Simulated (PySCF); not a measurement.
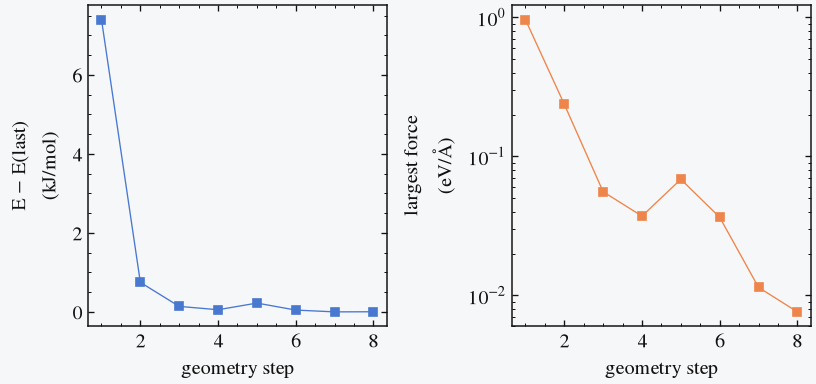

History of a geometry optimisation.

The run: SnHMe2Cl (SMILES [H][Sn]([CH3])([CH3])[Cl]), by PySCF 2.14.0, density fitting, PBE0-D3(BJ)/def2-SVP, geometry optimisation.

### How did the optimisation end?

The optimisation met its thresholds at geometry 8, counting the start as the first. The energy fell by about 7.4 kJ/mol from the first step to the last, with a rise at step 5. The largest force goes from about 0.96 eV/Å at the start to 8 × 10⁻³ eV/Å at the end.
